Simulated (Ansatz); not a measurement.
**Mo wire along [110], 17 atoms a period: bands along the axis**

What gap, if any, does the Mo wire along [110], 17 atoms a period have, and how many channels would it open?

Main program and level: Ansatz 0.2.0; DFT PBE, plane waves, PAW; relaxation of a wire's period; PAW set soft_1, in the first sound run; inputs show where later runs differ.

## (1) The starting structure

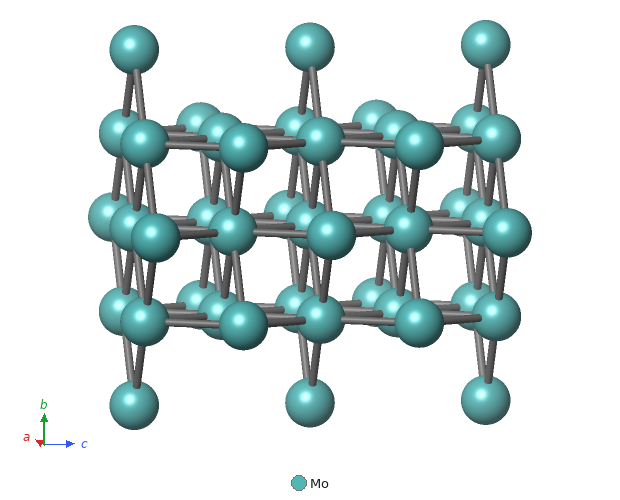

The starting structure, seen from the side, with the c axis across the page (molybdenum teal). 1×1×2 cells are drawn. Some periodic images of atoms are drawn too.

The cell holds 17 atoms: 17 Mo. Its edges and angles: a = 13.120 Å, b = 15.738 Å, c = 4.469 Å, α = 90.0°, β = 90.0°, γ = 90.0°. Vacuum lies along a and b. The structure's axis is c.

## (2) Relaxing the period

Band widths follow the bond lengths, so the wire is relaxed first. The atoms and the third cell vector are free; the box across stays fixed as vacuum. A Fermi-Dirac smearing is set since the result may be a metal. The pressure printed is a third of the stress's trace over the whole box, vacuum included; only the stress along the axis is relaxed.

input.yaml reads:

```yaml
crystal:
  lattice:
    - [13.12, 0.0, 0.0]
    - [0.0, 15.738, 0.0]
    - [0.0, 0.0, 4.4689148571]
  atoms:
    - { symbol: Mo, position: [0.259146341, 0.49999459, 0.0] }
    - { symbol: Mo, position: [0.379573171, 0.641973077, 0.0] }
    - { symbol: Mo, position: [0.5, 0.49999459, 0.0] }
    - { symbol: Mo, position: [0.5, 0.783951564, 0.0] }
    - { symbol: Mo, position: [0.620426829, 0.641973077, 0.0] }
    - { symbol: Mo, position: [0.740853659, 0.49999459, 0.0] }
    - { symbol: Mo, position: [0.259146341, 0.358016103, 0.5] }
    - { symbol: Mo, position: [0.259146341, 0.641973077, 0.5] }
    - { symbol: Mo, position: [0.379573171, 0.49999459, 0.5] }
    - { symbol: Mo, position: [0.5, 0.358016103, 0.5] }
    - { symbol: Mo, position: [0.5, 0.641973077, 0.5] }
    - { symbol: Mo, position: [0.620426829, 0.49999459, 0.5] }
    - { symbol: Mo, position: [0.740853659, 0.358016103, 0.5] }
    - { symbol: Mo, position: [0.740853659, 0.641973077, 0.5] }
    - { symbol: Mo, position: [0.379573171, 0.358016103, 0.0] }
    - { symbol: Mo, position: [0.5, 0.216037616, 0.0] }
    - { symbol: Mo, position: [0.620426829, 0.358016103, 0.0] }
kpoints:
  mp_grid: { grid: [1, 1, 18] }
scf:
  occupations: { method: fermi_dirac, width: 0.05 }
hamiltonian:
  xc: pbe
  pseudopotentials: { kind: paw, azcp: { folder: soft_1 } }
relax:
  cell: { fix: [a, b, alpha, beta, gamma] }
  max_steps: 45
  f_tol: 0.03
```

Command:

```
$ ansatz run input.yaml --threads 4 --pin off --max-ram 16384MiB --backend cpu --events-out ev --progress --plain --runs-dir out
```

Numbers of over 12 decimals in the logs are rounded to 6 here.

The program printed:

```text
Engine: ansatz 0.2.0, aarch64-unknown-linux-gnu
Pseudopotentials: kind: paw
Pseudopotential: Mo, paw, valence charge 14, recommended cutoff 420 eV (normal), soft_1/Mo.paw.azcp
Functional definition: PBE
  parameter kappa = 0.804
  parameter beta = 0.066725
  exchange = pbe_x(kappa = kappa, mu = beta*pi^2/3)
  correlation = pbe_c(beta = beta)
Crystal: 17 atoms, lattice volume = 922.753 Å³
Basis set: ecut = 420 eV, 18089 PW (Γ), exchange–correlation on 180×216×60 points (8 copies of the dense FFT grid, shifted against one another)
Bands: 143, of which v1, the nominal top of the filled ones, is band 119 counted from 1 (118 counted from 0)
Symmetry: 8 space group operations
Space group: Pmmm (ITA 47), of the structure as read, at distance tolerance 9.7e-5 Å
k-points: 10 of 18
Non-local potential: Mo, projectors of the file, l = 0: 3, l = 1: 2, l = 2: 2, l = 3: 1
PAW form: soft (Blöchl's): semilocal exchange-correlation on the pseudo side does not see the compensation charge
PAW one-centre angular grid: Mo, 590 points (default); XC on 64 Gauss nodes
Initial density: superposition of atomic densities (neutral atoms: chi_scale 0, normalization atom)
Initial wavefunctions: pseudopotential atomic-orbital guess
Functional: x = pbe(κ = 0.804, μ = 0.219515), c = pbe(β = 0.066725)
SCF iter   1: F=—  HF=-84243.448100 eV  |F-HF|=—  |Δ(HF+E_count)|=         —  Δρ=6.85e-2  dr2=2.42e2  ethr=3.10e-3  ⟨swp⟩=9.3  Hψ=6196  notcnv=0
preconditioner: auto → LDOS  [metal: Δε(μ)=0.010 eV  Ē_g=3.742 eV  σ=0.050 eV  W_gap=0.05  n_scr=172 (ndim 8)  ℏωp=12.3 eV  f_vac=0.522  D(μ)=25.30/eV (n_scr^D=184)  β→1.0]
SCF iter   2: F=—  HF=-84233.653780 eV  |F-HF|=—  |Δ(HF+E_count)|=    9.79e0  Δρ=6.97e-2  dr2=2.30e2  ethr=3.10e-3  ⟨swp⟩=6.4  Hψ=4801  notcnv=0  defer=3
SCF iter   3: F=—  HF=-84222.776326 eV  |F-HF|=—  |Δ(HF+E_count)|=    1.09e1  Δρ=1.83e-2  dr2=1.07e1  ethr=3.10e-3  ⟨swp⟩=5.5  Hψ=4078  notcnv=0
SCF iter   4: F=—  HF=-84221.983010 eV  |F-HF|=—  |Δ(HF+E_count)|=   7.93e-1  Δρ=7.23e-3  dr2=1.30e0  ethr=3.10e-3  ⟨swp⟩=3.2  Hψ=2317  notcnv=0
SCF iter   5: F=—  HF=-84221.868427 eV  |F-HF|=—  |Δ(HF+E_count)|=   1.15e-1  Δρ=2.58e-3  dr2=1.13e-1  ethr=5.48e-4  ⟨swp⟩=4.4  Hψ=2507  notcnv=0
SCF iter   6: F=—  HF=-84221.874086 eV  |F-HF|=—  |Δ(HF+E_count)|=   5.66e-3  Δρ=1.11e-3  dr2=3.02e-2  ethr=4.73e-5  ⟨swp⟩=2.6  Hψ=2481  notcnv=0
SCF iter   7: F=—  HF=-84221.874331 eV  |F-HF|=—  |Δ(HF+E_count)|=   2.45e-4  Δρ=4.29e-4  dr2=4.29e-3  ethr=1.27e-5  ⟨swp⟩=2.0  Hψ=1944  notcnv=0
SCF iter   8: F=—  HF=-84221.874388 eV  |F-HF|=—  |Δ(HF+E_count)|=   5.67e-5  Δρ=2.14e-4  dr2=1.42e-3  ethr=1.80e-6  ⟨swp⟩=2.0  Hψ=1955  notcnv=0
SCF iter   9: F=—  HF=-84221.874403 eV  |F-HF|=—  |Δ(HF+E_count)|=   1.47e-5  Δρ=6.97e-5  dr2=2.01e-4  ethr=5.96e-7  ⟨swp⟩=2.0  Hψ=1941  notcnv=0
SCF iter  10: F=—  HF=-84221.874415 eV  |F-HF|=—  |Δ(HF+E_count)|=   1.22e-5  Δρ=3.01e-5  dr2=2.35e-5  ethr=8.43e-8  ⟨swp⟩=2.1  Hψ=1992  notcnv=0
SCF iter  11: F=—  HF=-84221.875050 eV  |F-HF|=—  |Δ(HF+E_count)|=   6.35e-4  Δρ=1.11e-5  dr2=2.22e-6  ethr=9.89e-9  ⟨swp⟩=2.3  Hψ=2002  notcnv=0
SCF iter  12: F=—  HF=-84221.875051 eV  |F-HF|=—  |Δ(HF+E_count)|=   5.81e-7  Δρ=4.44e-6  dr2=3.66e-7  ethr=9.33e-10  ⟨swp⟩=2.2  Hψ=2002  notcnv=0
SCF iter  13: F=-84221.875051 eV  HF=-84221.875051 eV  |F-HF|=2.04e-8  |Δ(HF+E_count)|=   3.02e-8  Δρ=1.67e-6  dr2=4.84e-8  ethr=4.20e-11  ⟨swp⟩=6.0  Hψ=4973  notcnv=0
SCF 1 converged in 13 iterations: F = -84221.875051 eV  dr2 = 4.84e-8
  greatest PAW one-centre occupation: 0.999 electrons in one spin orbital (limit 2), on the Mo atom at site 11 (counted from 0), in its partial waves of l = 0
relax step   1: F+E_penalty+E_count = -84221.87505082 eV  Δ(F+E_penalty+E_count) = +0.000e0 eV  max|allowed force component| = 4.505e0 eV/Å  Δτ_max = 0.0000 Å  P = -6.853 GPa  Ω = 922.753 Å³  fix = [a, b, alpha, beta, gamma]  reactions: a -5.744, b -7.285 GPa  (13 SCF iters, dr2 threshold 1.00e-7 eV, accepted)
Crystal: 17 atoms, lattice volume = 903.266 Å³
Basis set: ecut = 420 eV, 17645 PW (Γ), exchange–correlation on 180×216×60 points (8 copies of the dense FFT grid, shifted against one another)
Initial density: handed on by an earlier stage of this run
Initial wavefunctions: those handed on with the density
iter 1 solved again at ethr=1.77e-3 eV; its pass at ethr=3.10e-3 eV (dr2=4.21e0 eV) is discarded
SCF iter   1: F=—  HF=-84226.435051 eV  |F-HF|=—  |Δ(HF+E_count)|=         —  Δρ=1.55e-2  dr2=4.25e0  ethr=1.77e-3  ⟨swp⟩=1.1  Hψ=8184  notcnv=0
preconditioner: auto → LDOS  [metal: Δε(μ)=0.036 eV  Ē_g=3.247 eV  σ=0.050 eV  W_gap=0.18  n_scr=172 (ndim 8)  ℏωp=12.5 eV  f_vac=0.551  D(μ)=22.89/eV (n_scr^D=156)  β→1.0]
SCF iter   2: F=—  HF=-84226.570800 eV  |F-HF|=—  |Δ(HF+E_count)|=   1.36e-1  Δρ=1.49e-2  dr2=5.36e0  ethr=1.77e-3  ⟨swp⟩=3.5  Hψ=2578  notcnv=0  defer=3
SCF iter   3: F=—  HF=-84226.134869 eV  |F-HF|=—  |Δ(HF+E_count)|=   4.36e-1  Δρ=3.34e-3  dr2=2.29e-1  ethr=1.77e-3  ⟨swp⟩=2.2  Hψ=2271  notcnv=0  defer=7
SCF iter   4: F=—  HF=-84226.119434 eV  |F-HF|=—  |Δ(HF+E_count)|=   1.54e-2  Δρ=5.15e-4  dr2=3.93e-3  ethr=9.61e-5  ⟨swp⟩=2.4  Hψ=2151  notcnv=0  defer=6
SCF iter   5: F=—  HF=-84226.119521 eV  |F-HF|=—  |Δ(HF+E_count)|=   8.73e-5  Δρ=2.34e-4  dr2=9.97e-4  ethr=1.65e-6  ⟨swp⟩=3.0  Hψ=2427  notcnv=0  defer=6
SCF iter   6: F=—  HF=-84226.120223 eV  |F-HF|=—  |Δ(HF+E_count)|=   7.02e-4  Δρ=7.71e-5  dr2=1.53e-4  ethr=4.19e-7  ⟨swp⟩=2.0  Hψ=1954  notcnv=0  defer=6
SCF iter   7: F=—  HF=-84226.120234 eV  |F-HF|=—  |Δ(HF+E_count)|=   1.15e-5  Δρ=3.50e-5  dr2=2.57e-5  ethr=6.42e-8  ⟨swp⟩=2.1  Hψ=1978  notcnv=0  defer=6
SCF iter   8: F=—  HF=-84226.120235 eV  |F-HF|=—  |Δ(HF+E_count)|=   4.50e-7  Δρ=1.63e-5  dr2=5.45e-6  ethr=1.08e-8  ⟨swp⟩=2.0  Hψ=1958  notcnv=0  defer=6
SCF iter   9: F=-84226.120235 eV  HF=-84226.120235 eV  |F-HF|=2.22e-7  |Δ(HF+E_count)|=   5.92e-8  Δρ=5.26e-6  dr2=5.24e-7  ethr=7.14e-10  ⟨swp⟩=5.2  Hψ=4481  notcnv=0
SCF 2 converged in 9 iterations: F = -84226.120235 eV  dr2 = 5.24e-7
relax step   2: F+E_penalty+E_count = -84226.12023452 eV  Δ(F+E_penalty+E_count) = -4.245e0 eV  max|allowed force component| = 2.765e0 eV/Å  Δτ_max = 0.1950 Å  P = -3.724 GPa  Ω = 903.266 Å³  energy of the carried Pulay correction = +1.231e-3 eV  fix = [a, b, alpha, beta, gamma]  reactions: a -2.963, b -4.145 GPa  (9 SCF iters, dr2 threshold 1.70e-6 eV, accepted)
Crystal: 17 atoms, lattice volume = 886.867 Å³
Basis set: ecut = 420 eV, 17273 PW (Γ), exchange–correlation on 180×216×60 points (8 copies of the dense FFT grid, shifted against one another)
[...]
relax step   6: F+E_penalty+E_count = -84227.80993187 eV  Δ(F+E_penalty+E_count) = -1.256e-2 eV  max|allowed force component| = 1.708e-1 eV/Å  Δτ_max = 0.1116 Å  P = +0.166 GPa  Ω = 877.186 Å³  energy of the carried Pulay correction = +2.921e-3 eV  fix = [a, b, alpha, beta, gamma]  reactions: a +0.124, b -0.105 GPa  (8 SCF iters, dr2 threshold 1.70e-6 eV, accepted)
[...]
relax step   7: F+E_penalty+E_count = -84227.83244376 eV  Δ(F+E_penalty+E_count) = -2.251e-2 eV  max|allowed force component| = 5.808e-2 eV/Å  Δτ_max = 0.0505 Å  P = +0.063 GPa  Ω = 881.804 Å³  energy of the carried Pulay correction = +2.618e-3 eV  fix = [a, b, alpha, beta, gamma]  reactions: a -0.003, b +0.078 GPa  (7 SCF iters, dr2 threshold 1.70e-6 eV, accepted)
[...]
relax step   8: F+E_penalty+E_count = -84227.83326183 eV  Δ(F+E_penalty+E_count) = -8.181e-4 eV  max|allowed force component| = 9.867e-2 eV/Å  Δτ_max = 0.0338 Å  P = +0.031 GPa  Ω = 883.133 Å³  energy of the carried Pulay correction = +2.532e-3 eV  fix = [a, b, alpha, beta, gamma]  reactions: a -0.036, b +0.089 GPa  (8 SCF iters, dr2 threshold 2.11e-7 eV, accepted)
[...]
relax step   9: F+E_penalty+E_count = -84227.83493367 eV  Δ(F+E_penalty+E_count) = -1.672e-3 eV  max|allowed force component| = 2.094e-2 eV/Å  Δτ_max = 0.0085 Å  P = -0.002 GPa  Ω = 882.687 Å³  energy of the carried Pulay correction = +2.561e-3 eV  fix = [a, b, alpha, beta, gamma]  reactions: a -0.042, b +0.000 GPa  (6 SCF iters, dr2 threshold 6.08e-7 eV, accepted)
Initial wavefunctions: pseudopotential atomic-orbital guess (no wavefunctions were taken with the density)
iter 1 solved again at ethr=1.32e-6 eV; its pass at ethr=3.10e-3 eV (dr2=3.14e-3 eV) is discarded
SCF iter   1: F=—  HF=-84227.831595 eV  |F-HF|=—  |Δ(HF+E_count)|=         —  Δρ=5.55e-5  dr2=4.55e-6  ethr=1.32e-6  ⟨swp⟩=4.2  Hψ=10111  notcnv=0
eigensolver tolerance schedule: the retry pair's looser diagonalisation over-reported the residual by 687.85 of it (diagonalisation noise at 0.41 of the residual, at the tolerance the schedule requests for it); recorded, not acted on — ethr = c·dr2/N_el stays at c = 1.0e-1
preconditioner: auto → LDOS  [metal: Δε(μ)=0.012 eV  Ē_g=3.463 eV  σ=0.050 eV  W_gap=0.06  n_scr=164 (ndim 8)  ℏωp=12.6 eV  f_vac=0.564  D(μ)=21.39/eV (n_scr^D=148)  β→1.0]
SCF iter   2: F=—  HF=-84227.832139 eV  |F-HF|=—  |Δ(HF+E_count)|=   5.44e-4  Δρ=1.24e-5  dr2=1.17e-6  ethr=1.91e-9  ⟨swp⟩=3.6  Hψ=3711  notcnv=0
SCF iter   3: F=—  HF=-84227.832139 eV  |F-HF|=—  |Δ(HF+E_count)|=   3.14e-7  Δρ=4.25e-6  dr2=3.47e-7  ethr=4.91e-10  ⟨swp⟩=2.3  Hψ=2618  notcnv=0
SCF iter   4: F=—  HF=-84227.832139 eV  |F-HF|=—  |Δ(HF+E_count)|=   5.84e-8  Δρ=1.15e-6  dr2=1.34e-8  ethr=1.46e-10  ⟨swp⟩=2.5  Hψ=2608  notcnv=0
SCF iter   5: F=—  HF=-84227.832139 eV  |F-HF|=—  |Δ(HF+E_count)|=   1.82e-9  Δρ=3.05e-7  dr2=2.93e-9  ethr=5.64e-12  ⟨swp⟩=2.7  Hψ=3004  notcnv=0
SCF iter   6: F=—  HF=-84227.832139 eV  |F-HF|=—  |Δ(HF+E_count)|=  4.37e-11  Δρ=1.32e-7  dr2=4.43e-10  ethr=1.23e-12  ⟨swp⟩=2.0  Hψ=1725  notcnv=0
SCF iter   7: F=-84227.832139 eV  HF=-84227.832139 eV  |F-HF|=2.91e-11  |Δ(HF+E_count)|=  1.46e-11  Δρ=4.29e-8  dr2=3.42e-11  ethr=1.00e-12  ⟨swp⟩=5.5  Hψ=4690  notcnv=0
SCF 10 converged in 7 iterations: F = -84227.832139 eV  dr2 = 3.42e-11
relax step  10: F+E_penalty+E_count = -84227.83213857 eV  Δ(F+E_penalty+E_count) = +2.795e-3 eV  max|allowed force component| = 2.062e-2 eV/Å  Δτ_max = 0.0000 Å  P = +0.001 GPa  Ω = 882.687 Å³  fix = [a, b, alpha, beta, gamma]  reactions: a -0.038, b +0.003 GPa  stress off target by 3.67e-2 GPa on what of the cell is left free  SCF on the basis re-selected at this cell (its energy is not comparable with the rows above)  (7 SCF iters)
basis re-selected at this cell: Δ(F+E_penalty+E_count) = +2.795e-3 eV, ΔP = +0.003 GPa vs the last step (what re-selecting the basis moved, of the pressure what is left beyond the Pulay correction that the steps carried, after the strain that the cell walked since its last selection, with what the two solves' SCF thresholds leave and, on support functions, any second-order correction that the steps lacked; it is no m [...]
SCF converged after 7 iterations
Free energy (F): -84227.832139 eV
Harris-Foulkes:  -84227.832139 eV  (|F-HF|=2.91e-11)
Internal energy: -84227.662002 eV  (E = F + TS)
E sigma→0 (E₀):  -84227.747070 eV
Entropy (-TS):   -0.170137 eV (-10.008 meV/atom)
Fermi energy:    3.804258 eV
--- Per-component energies (eV) ---
  E_band       = -4978.756995
  E_kinetic    = 7175.579356
  E_local      = -128029.885110  (includes V_loc(G=0)·N_el)
  E_nonlocal   = 2555.789126
  E_hartree    = 59879.893606
  E_xc         = -2974.368241
  E_vxc        = -3705.315798  (∫ρ·V_xc dr)
  E_paw        = -54613.359943  (= ΣΔE_a)
  E_vpaw       = -2734.713838  (= ΣTr[D̂ρ^β])
  E_aug_tail   = 0.000855  (compensation charges beyond the density's cutoff)
  E_ewald      = 31778.688349
  E_smearing   = -0.170137  (= −TS)
  E_closure    = 0.000000  (closes the sum)
  Σ components = -84227.832139   (vs F -84227.832139, Δ=0.00e0)
--- Forces (eV/Å), atoms counted from 1 ---
  atom   1  Mo    -0.01693369    -0.00000000     0.00000000
  atom   2  Mo     0.00497459     0.01453796    -0.00000000
  atom   3  Mo     0.00000000    -0.00000000     0.00000000
  atom   4  Mo     0.00000000    -0.02062026     0.00000000
  atom   5  Mo    -0.00497459     0.01453796     0.00000000
  atom   6  Mo     0.01693369     0.00000000    -0.00000000
  atom   7  Mo    -0.00967148    -0.00344655     0.00000000
  atom   8  Mo    -0.00967148     0.00344655     0.00000000
  atom   9  Mo    -0.00117668     0.00000000     0.00000000
  atom  10  Mo     0.00000000    -0.01074253     0.00000000
  atom  11  Mo    -0.00000000     0.01074253     0.00000000
  atom  12  Mo     0.00117668    -0.00000000    -0.00000000
  atom  13  Mo     0.00967148    -0.00344655    -0.00000000
  atom  14  Mo     0.00967148     0.00344655    -0.00000000
  atom  15  Mo     0.00497459    -0.01453796    -0.00000000
  atom  16  Mo    -0.00000000     0.02062026     0.00000000
  atom  17  Mo    -0.00497459    -0.01453796     0.00000000
  max |Σ_I F_I| component: 5.20e-18 eV/Å
--- Stress (GPa, compression-positive) ---
       -0.037941      -0.000000       0.000000
       -0.000000       0.003157      -0.000000
        0.000000      -0.000000       0.036664
  P = ⅓ Tr σ = 0.0006 GPa (0.006 kbar)
--- Relaxed structure (9 steps of the walk, 9 accepted, 1 SCFs on fresh bases) ---
  F+E_penalty+E_count = -84227.83213857 eV   max|allowed force component| = 2.062e-2 eV/Å   (the final SCF, on the basis selected at the relaxed cell)
  cell:  # Å, volume = 882.6865 Å³
    - [13.12, 0, 0]
    - [0, 15.738, 0]
    - [0, 0, 4.274872]
  atoms:
    - { symbol: Mo, position: [0.261059, 0.499995, 0.0] }
    - { symbol: Mo, position: [0.376663, 0.639165, 0] }
    - { symbol: Mo, position: [0.500000, 0.499995, 0] }
    - { symbol: Mo, position: [0.500000, 0.758278, 0.0] }
    - { symbol: Mo, position: [0.623337, 0.639165, 0] }
    - { symbol: Mo, position: [0.738941, 0.499995, 0.0] }
    - { symbol: Mo, position: [0.264022, 0.381497, 0.500000] }
    - { symbol: Mo, position: [0.264022, 0.618492, 0.500000] }
    - { symbol: Mo, position: [0.382621, 0.499995, 0.500000] }
    - { symbol: Mo, position: [0.500000, 0.339986, 0.500000] }
    - { symbol: Mo, position: [0.500000, 0.660003, 0.500000] }
    - { symbol: Mo, position: [0.617379, 0.499995, 0.500000] }
    - { symbol: Mo, position: [0.735978, 0.381497, 0.500000] }
    - { symbol: Mo, position: [0.735978, 0.618492, 0.500000] }
    - { symbol: Mo, position: [0.376663, 0.360824, 0] }
    - { symbol: Mo, position: [0.500000, 0.241711, 0] }
    - { symbol: Mo, position: [0.623337, 0.360824, 0.0] }
```

Wall time 4 min (4 threads of Arm Neoverse V2, shared host); peak memory 3 GiB.

(Continued in part 2 of 2.)

[Logs are printed without paths, hosts, clocks, repeated set-up lines and the standing remarks that a program may print on its own settings, such as how far it seeks lower states.]

[Hosts, paths, dates, database ids (printed as entryN), source tags and the programs' standing remarks are cut or masked in the printed files.]
